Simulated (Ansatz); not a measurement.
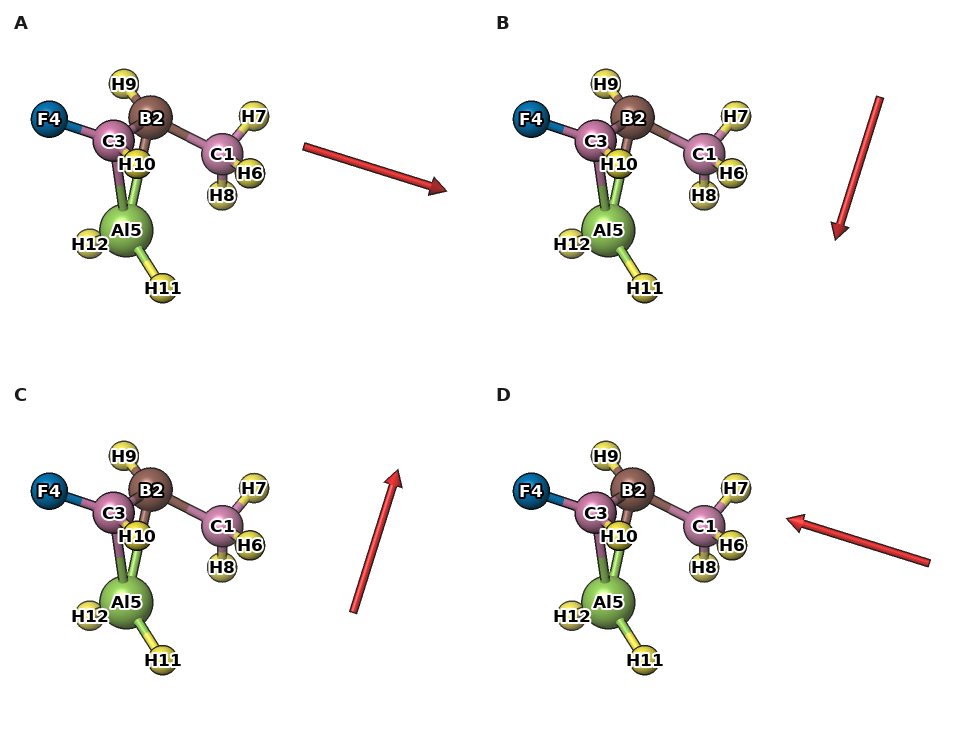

The same molecule four times, each with an arrow. The geometry was computed by an optimisation with PBE0-D4/def2-TZVP. No frequency run is at hand to confirm it as a minimum. Properties computed with RKS PBE-D4/def2-TZVPP (Ansatz 0.2.0).

### Which arrow points along the dipole moment, from the negative to the positive end?

A. The dipole moment is 2.17 D; it points from the side of F4 to the side of H6 (the outermost atoms at the two ends).
